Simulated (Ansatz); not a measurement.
Input

```
crystal:
  periodic: [false, false, false]
  atoms:
    - {symbol: S, position_ang: [-0.859355, -1.883598, -0.707686]}
    - {symbol: C, position_ang: [-0.356807, -0.530336, 0.014203]}
    - {symbol: Te, position_ang: [0.982668, 0.831437, -0.808556]}
    - {symbol: H, position_ang: [-0.464568, 0.053526, 0.928686]}
    - {symbol: H, position_ang: [0.940221, 1.843527, 0.508277]}
basis:
  gaussian: {orbitals: def2-TZVPP}
hamiltonian: {xc: pbe0, dispersion: d4}
output: {forces: true, orbitals: {seedname: orbitals}}
```

Launched as:

```sh
ansatz run in.yaml --threads 2 --pin off --events-out ev --progress --plain --max-ram 4352MiB
```

A point of a scan, not a minimum; geometry: rigid move from PBE0-D4/def2-TZVP; core potentials replace the inner electrons of Te; not at a stationary point (largest force 1.9 eV/Å).

Theory: RKS PBE0-D4/def2-TZVPP (Ansatz).

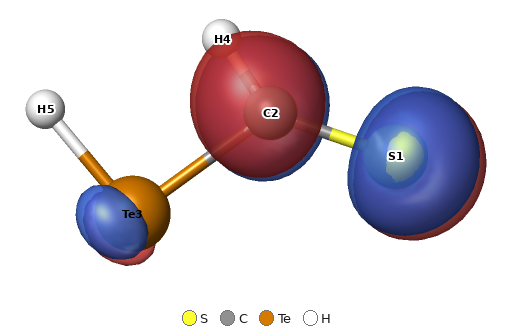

CH$_{2}$STe. The LUMO at ±0.15 Å⁻³ᐟ² (red and blue are the two phases), seen across its widest extent.

Question: Where does this orbital lie, and at what energy?

Answer: Its weight (Hirshfeld) is mainly on S1 (about 40 %), C2 (about 35 %) and Te3 (about 20 %); it changes sign across the molecular plane (π type); π-antibonding (a node) across S1–C2 and C2–Te3. Its energy is −2.52 eV.
